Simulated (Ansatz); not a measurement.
# Si2NH5F (SMILES N[Si](F)[SiH3]) at UB3LYP/def2-SVP

What is the electronic atomisation energy of Si2NH5F at UB3LYP/def2-SVP? 

The results are computed with Ansatz 0.2.0.

65 further runs of the same task are left out: 65 set aside as unsound or not needed.

### 1 The structure to begin with

The species is Si2NH5F (9 atoms), meant as a doublet with charge 0. SMILES: `N[Si](F)[SiH3]`. Geometry: relaxed at PBE0-D4/def2-TZVP. This is one conformer, not always the lowest.

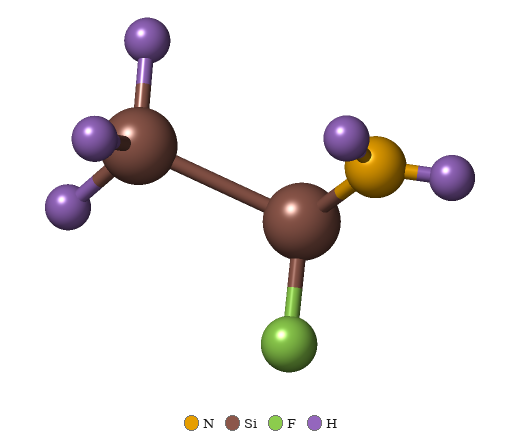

Viewed from a chosen angle; nitrogen amber, silicon brown, fluorine green, hydrogen purple.

### 2 The energy at UB3LYP/def2-SVP

File input.yaml:

```yaml
crystal:
  periodic: [false, false, false]
  atoms:
    - symbol: "N"
      position_ang: [-0.977000, 1.372900, -0.683600]
    - symbol: Si
      position_ang: [-0.847900, -0.322400, -0.578100]
    - symbol: F
      position_ang: [-0.495500, -1.010700, -1.997200]
    - symbol: Si
      position_ang: [0.823900, -0.883000, 0.969100]
    - symbol: H
      position_ang: [-1.742300, 1.833700, -1.147400]
    - symbol: H
      position_ang: [-0.198200, 1.993200, -0.528800]
    - symbol: H
      position_ang: [1.132000, -2.331800, 0.856500]
    - symbol: H
      position_ang: [2.078500, -0.103500, 0.756900]
    - symbol: H
      position_ang: [0.315000, -0.594800, 2.335600]
basis:
  gaussian:
    orbitals: def2-SVP
magnetization:
  spin_polarized: true
  initial_magnetization: 1
hamiltonian:
  xc: {name: B3LYP}
accuracy: high
output:
  orbitals: {seedname: orbitals}
```

On the command line:

```
$ ansatz run input.yaml --threads 1 --pin off --max-ram 3480MiB --events-out events.jsonl --progress --plain --runs-dir runs
```

The program printed:

```text
Warning: RAYON_NUM_THREADS=1 ignored (pool sized by the plan → 1); use --threads N
Functional definition: B3LYP
  name "B3LYP"
  parameter a0 = 0.2
  parameter ax = 0.72
  parameter ac = 0.81
  exchange = (1 - a0 - ax)*slater_x + ax*b88_x + a0*exact_x
  correlation = (1 - ac)*vwn_rpa_c + ac*lyp_c
1921 factors; integrals over basis functions are off by at most 3.4e-9 eV
mean field evaluation 1: about -20029.8777 eV, gradient 4.3e1 eV
mean field evaluation 2: about -20012.0341 eV, gradient 7.1e1 eV
mean field evaluation 4: about -20036.8538 eV, gradient 5.5e0 eV
mean field evaluation 8: about -20037.0986 eV, gradient 1.1e-1 eV
mean field evaluation 16: about -20037.0987 eV, gradient 3.5e-4 eV
mean field -20037.09869301 eV, -736.3497953347 hartree, gradient 4.5e-8 eV, S^2 0.751921; 0 other end points of the search recorded, 0 dependent functions left out
reference -20037.09873485 eV, -736.3497968726 hartree; 25, 24 occupied and 64, 65 virtual orbitals, 1921 factors
Total energy: -20037.09873485 eV, -736.3497968726 hartree
```

It took 14 s on 1 thread of Arm Neoverse V2, shared host; peak memory 0.44 GiB.

### 3 The F atom at the same level

File job.yaml:

```yaml
crystal:
  periodic: [false, false, false]
  atoms:
    - {symbol: F, position_ang: [0.000000, 0.000000, 0.000000]}
basis:
  gaussian:
    orbitals: def2-SVP
magnetization:
  spin_polarized: true
  initial_magnetization: 1
accuracy: high
hamiltonian:
  xc: {name: B3LYP}
```

Run the same way, it converges to -99.64047 Eh (log not shown).

### 4 The H atom

File molecule.yaml:

```yaml
crystal:
  periodic: [false, false, false]
  atoms:
    - {symbol: H, position_ang: [0.000000, 0.000000, 0.000000]}
basis:
  gaussian: {orbitals: def2-SVP}
magnetization: {spin_polarized: true, initial_magnetization: 1}
hamiltonian: {xc: {name: B3LYP}}
accuracy: high
```

Run the same way, it converges to -0.50126 Eh (log not shown).

### 5 The N atom

File input.yaml:

```yaml
basis:
  gaussian: {orbitals: def2-SVP}
crystal:
  periodic: [false, false, false]
  atoms:
    - {symbol: "N", position_ang: [0.000000, 0.000000, 0.000000]}
accuracy: high
magnetization: {spin_polarized: true, initial_magnetization: 3}
hamiltonian: {xc: {name: B3LYP}}
```

Run the same way, it converges to -54.53778 Eh (log not shown).

### 6 The Si atom, same level

File run.yaml:

```yaml
crystal:
  periodic: [false, false, false]
  atoms:
    - {symbol: Si, position_ang: [0.000000, 0.000000, 0.000000]}
basis:
  gaussian:
    orbitals: def2-SVP
magnetization:
  spin_polarized: true
  initial_magnetization: 2
hamiltonian:
  xc: {name: B3LYP}
accuracy: high
```

Run the same way, it converges to -289.29368 Eh (log not shown).

### 7 Results

At UB3LYP/def2-SVP:

```
                                    quantity          value
                      molecule: total energy  -736.34980 Eh
molecule: HOMO energy (highest over α and β)       -5.41 eV
 molecule: LUMO energy (lowest over α and β)       -2.47 eV
                              molecule: ⟨S²⟩          0.752
                        F atom: total energy   -99.64047 Eh
                                F atom: ⟨S²⟩          0.751
                        H atom: total energy    -0.50126 Eh
                                H atom: ⟨S²⟩          0.750
                        N atom: total energy   -54.53778 Eh
                                N atom: ⟨S²⟩          3.753
                       Si atom: total energy  -289.29368 Eh
                               Si atom: ⟨S²⟩          2.003
               electronic atomisation energy      29.331 eV
```

In words: Taking the molecule apart into free atoms costs 29.33 eV (2830 kJ/mol), before zero-point energy and without spin-orbit coupling.
